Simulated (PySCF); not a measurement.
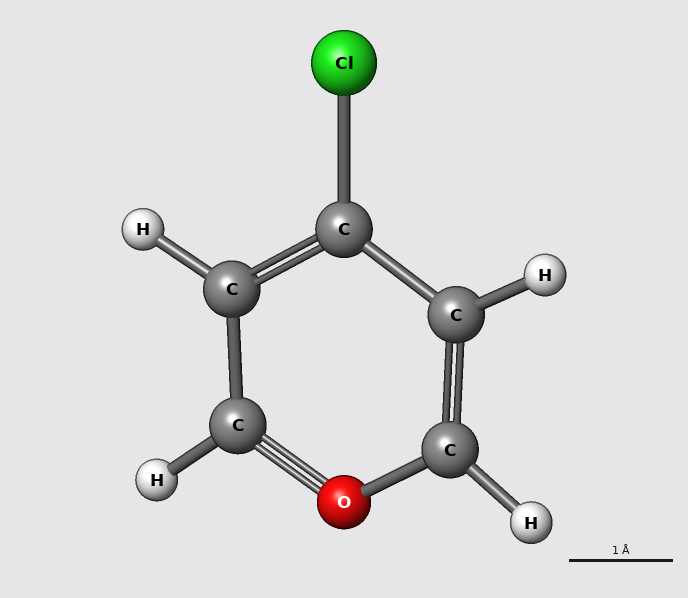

Rendered structure (ball-and-stick style).

Charge +1, singlet. Computed geometry: GFN2-xTB optimisation. No frequency run is at hand to confirm it as a minimum.

**Give the formula.**

C5H4ClO(+), 11 atoms: 5 carbon, 4 hydrogen, 1 chlorine and 1 oxygen.

**How many sets of symmetry-equivalent atoms are there?**

7: 1 Cl, 1 C, 2 C, 2 C, 1 O, 2 H, 2 H.

**Count the bonded pairs by element.**

4 C–C, 4 C–H, 2 C–O, 1 C–Cl.

The parts below concern this one geometry. Atoms keep their numbers from picture to picture.

## Shape

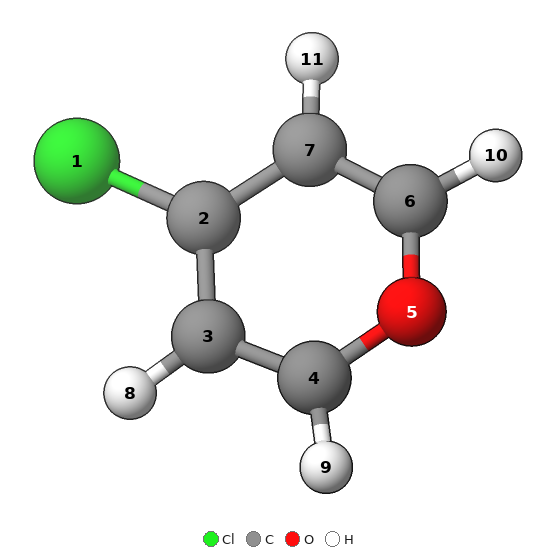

No frequency run is at hand to confirm it as a minimum.

**How are the neighbours of atom 2 arranged?**

C2 has 3 neighbours (Cl1 at 1.68, C3 at 1.41, C7 at 1.41 Å); the arrangement is trigonal planar.

**How are the neighbours of atom 5 arranged?**

O5 has 2 neighbours (C4 at 1.31, C6 at 1.31 Å); the arrangement is bent.

**How are the neighbours of atom 4 arranged?**

C4 has 3 neighbours (C3 at 1.37, O5 at 1.31, H9 at 1.08 Å); the arrangement is trigonal planar.

**How are the neighbours of atom 3 arranged?**

C3 has 3 neighbours (C2 at 1.41, C4 at 1.37, H8 at 1.08 Å); the arrangement is trigonal planar.

**What is the dihedral angle C3–C4–O5–C6?**

0° in size, that is syn (eclipsed).

## Core levels

No frequency run is at hand to confirm it as a minimum. Method: delta-SCF UKS SCAN, pcX-2 on the ionised atom, pcseg-1 elsewhere, spin-free X2C (PySCF 2.14.0).

Give the core-electron binding energies (to vacuum; p and d levels without spin–orbit splitting) of Cl1 1s, Cl1 2p, C2 1s, C3 1s, C4 1s, O5 1s.

```csv
atom,level,binding energy (eV)
Cl1,1s,2834.5
Cl1,2p,212.4
C2,1s,298.7
C3,1s,296.9
C4,1s,298.6
O5,1s,546.9
```

## Excitation

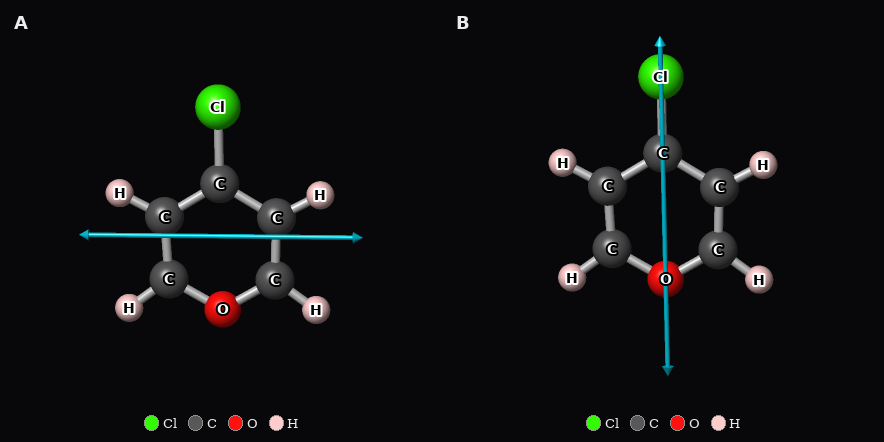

The double arrows show the directions of two transition dipoles from the ground state (lengths mean nothing). No frequency run is at hand to confirm it as a minimum. Properties computed with TDDFT CAM-B3LYP/def2-SVPD, vertical, gas phase, core orbitals frozen in the response (PySCF 2.14.0).

**One belongs to singlet state 5 and one to singlet state 6. Which is which?**

A: state 5, 6.77 eV (183 nm), oscillator strength 0.096, mainly HOMO → LUMO+1 (weight 0.92).
B: state 6, 7.24 eV (171 nm), oscillator strength 0.33, mainly HOMO−1 → LUMO+1 (weight 0.80).

## Polarisability

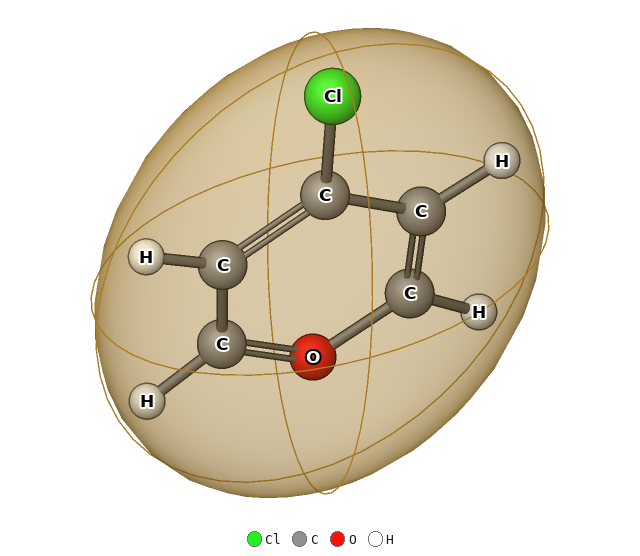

The ellipsoid shows the static dipole polarisability: its half-axes are proportional to the principal values. No frequency run is at hand to confirm it as a minimum. Level of theory: CAM-B3LYP/def2-SVPD (PySCF 2.14.0).

**Give the principal values, the mean and the anisotropy.**

Principal values 39.4, 71.1, 94.0 bohr³; mean 68.2 bohr³ (10.10 Å³); anisotropy 47.4 bohr³, so the longest axis is 2.38 times the shortest.
